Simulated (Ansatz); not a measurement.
# CH₃FGaO (SMILES C[O][Ga][F]) (doublet): what the fields show

```xyz
7

C     0.4076   -1.9511   -1.8836
F     2.8709    1.3714   -3.2291
Ga    2.4173   -0.3395   -3.1855
O     0.9777   -0.6711   -2.0991
H     0.0055   -2.3911   -2.8060
H    -0.4244   -1.8168   -1.1817
H     1.1190   -2.6570   -1.4347
```

Geometry: B3LYP/6-31G*.

The calculation used isolated molecule in a Gaussian basis; Kohn-Sham density functional theory, functional PBE0 (Ansatz).

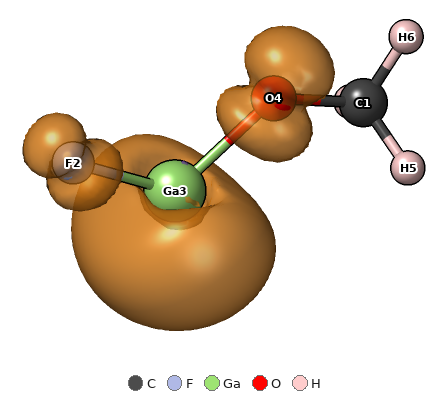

Figure 1. Isosurfaces of the spin density at +0.02 (orange) and −0.02 e/Å³ (purple), seen at a tilt.

Which atoms carry the spin?

The unpaired spin (1 electron) lies mostly on Ga3 (about 0.7), O4 (about 0.2) and F2 (about 0.1), in electrons by Hirshfeld's partition.

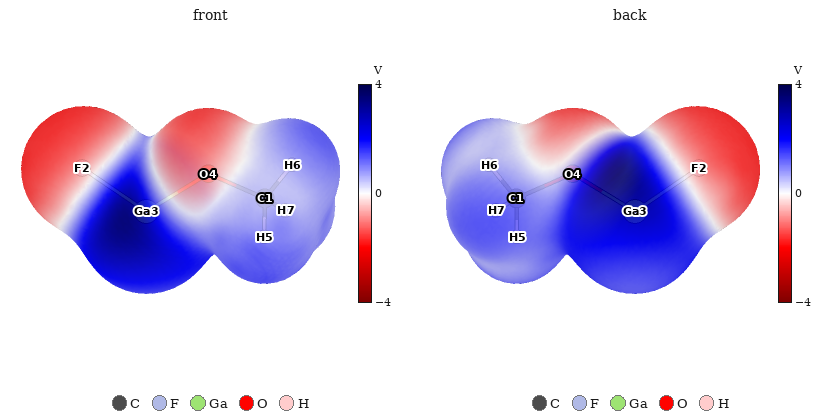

Figure 2. The electrostatic potential painted on the density surface at 0.004 e/bohr³, seen from the front and from behind; the colour scale runs from red (negative) to blue (positive).

Describe the electrostatic potential map.

The most negative region (about −1.6 V) lies over F2, the most positive (about +3.5 V) over Ga3.

What dipole moment does the calculation give?

Its dipole moment is 3.34 D.

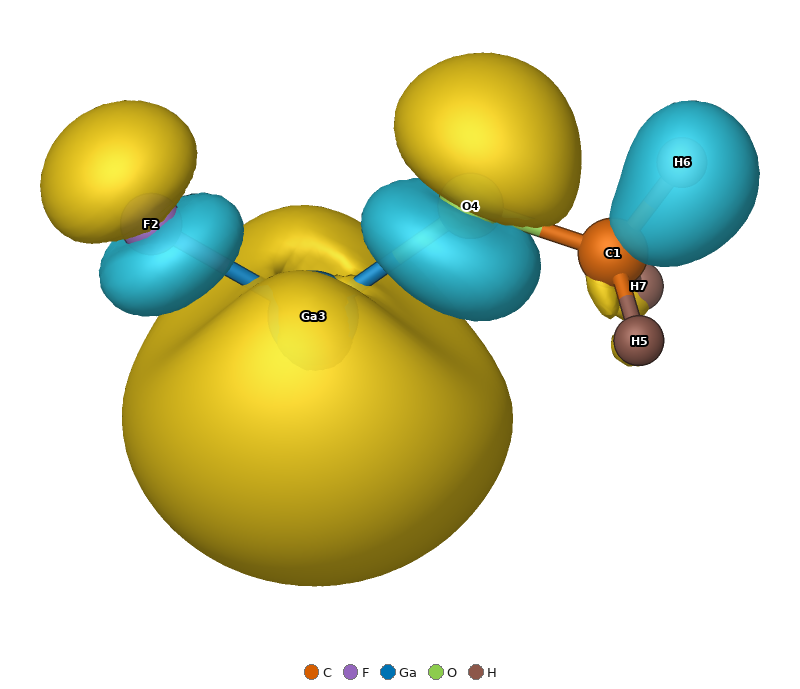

Figure 3. The HOMO (α) at ±0.06 Å⁻³ᐟ² (yellow and cyan are the two phases), seen at a tilt.

Where does this orbital lie, and at what energy?

By Hirshfeld shares it lies mainly on Ga3 (about 65 %), O4 (about 20 %) and F2 (about 10 %). Its energy is −7.03 eV.

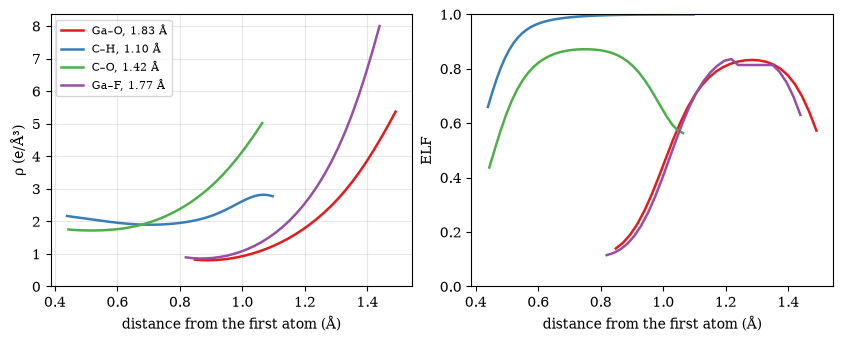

Figure 4. Total electron density and electron localisation function along straight lines between neighbouring atoms. The curves leave out the atomic cores.

Compare the contacts.

Ga–O (1.83 Å): ρ at the midpoint is about 0.81 e/Å³; the ELF peaks at about 0.85 in the valence shell of O, 0.6 Å from its nucleus, and is about 0.25 at the midpoint.
C–H (1.10 Å): ρ at the midpoint is about 2 e/Å³; the ELF climbs to about 1 towards the hydrogen, as it does in any bond to H; a covalent bond by its length.
C–O (1.42 Å): the density is about 2 e/Å³ at the midpoint, with its minimum of 1.7 e/Å³ about 0.5 Å from C; the ELF peaks at about 0.85 between the atoms: a polar covalent bond.
Ga–F (1.77 Å): ρ is about 0.86 e/Å³ halfway; the ELF peaks at about 0.85 in the valence shell of F, 0.6 Å from its nucleus, and is about 0.15 at the midpoint.
